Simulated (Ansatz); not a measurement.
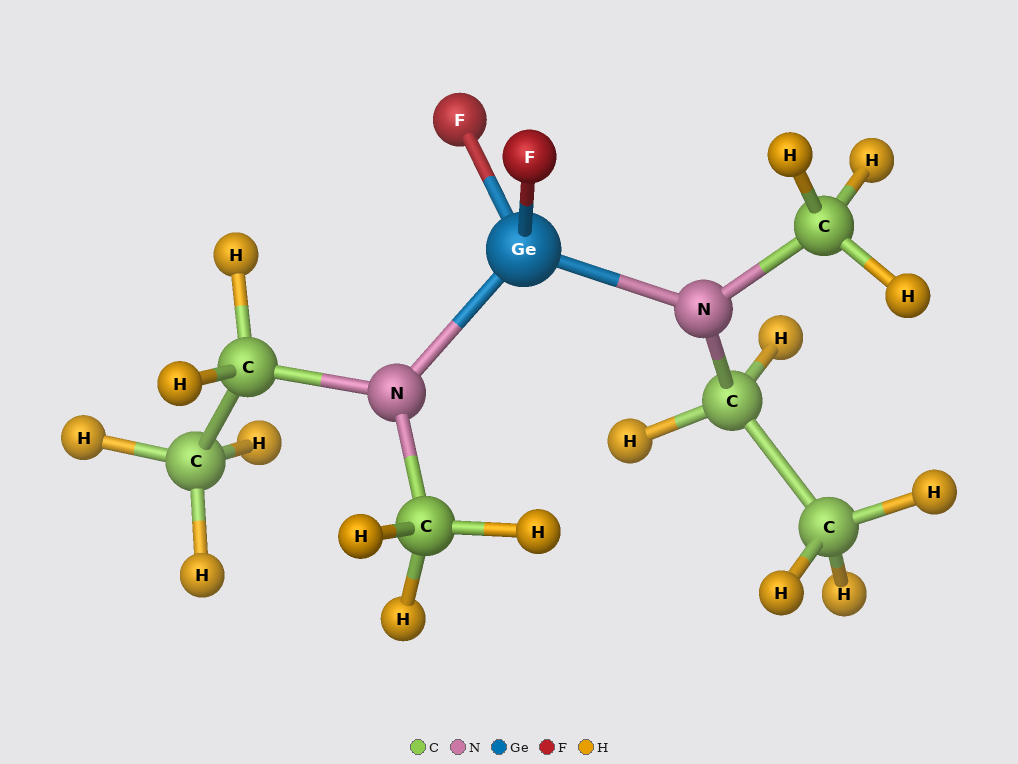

The computed structure is the end point of a PBE0-D4/def2-TZVP optimisation. No frequency run is at hand to confirm it as a minimum. Program: Ansatz 0.2.0.

Tabulate HOMO energy (eV), dipole (D) at these levels: B3LYP-D4/def2-TZVPP; PBE-D4/def2-TZVPP; r2SCAN-D4/def2-TZVPP; ωB97M-V/def2-TZVPP.

```csv
level,HOMO energy (eV),dipole (D)
B3LYP-D4/def2-TZVPP,−6.52,3.12
PBE-D4/def2-TZVPP,−5.38,3.00
r2SCAN-D4/def2-TZVPP,−5.63,3.09
ωB97M-V/def2-TZVPP,−9.06,3.08
```
